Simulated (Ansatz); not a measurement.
Input

```
crystal:
  periodic: [false, false, false]
  atoms:
    - {symbol: C, position_ang: [0.476538, -0.785721, 1.145900]}
    - {symbol: C, position_ang: [1.321777, 0.258233, 1.096403]}
    - {symbol: Al, position_ang: [0.588036, 2.084009, 1.026515]}
    - {symbol: O, position_ang: [-1.130458, 2.105029, 1.037481]}
    - {symbol: H, position_ang: [-0.611270, -0.646168, 1.148159]}
    - {symbol: H, position_ang: [0.825407, -1.827014, 1.186428]}
    - {symbol: H, position_ang: [2.400684, 0.052242, 1.096902]}
    - {symbol: H, position_ang: [-1.684498, 2.890668, 1.009176]}
basis:
  gaussian:
    orbitals: def2-TZVPD
magnetization:
  spin_polarized: true
  initial_magnetization: 1
hamiltonian:
  xc: pbe0
output:
  forces: true
  orbitals: {seedname: orbitals}
```

Run with:

```sh
ansatz run input.yaml --threads 2 --pin off --max-ram 4350MiB --events-out events.jsonl --progress --plain --runs-dir runs
```

Geometry: B3LYP-D3(BJ)/def2-SVP.

Method: isolated molecule in a Gaussian basis; Kohn-Sham density functional theory, functional PBE0 (Ansatz 0.2.0).

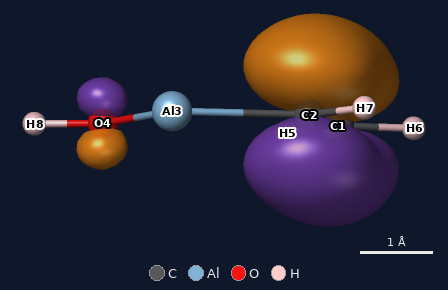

C2H4AlO (SMILES C=[CH][Al][OH]) (doublet). The HOMO (β) at ±0.15 Å⁻³ᐟ² (orange and purple are the two phases), seen from one side.

> What is the character of this orbital?

Its weight (Hirshfeld) is mainly on C1 (about 40 %) and C2 (about 40 %); it changes sign across the molecular plane (π type); π-bonding across C1–C2. Its energy is −7.91 eV.
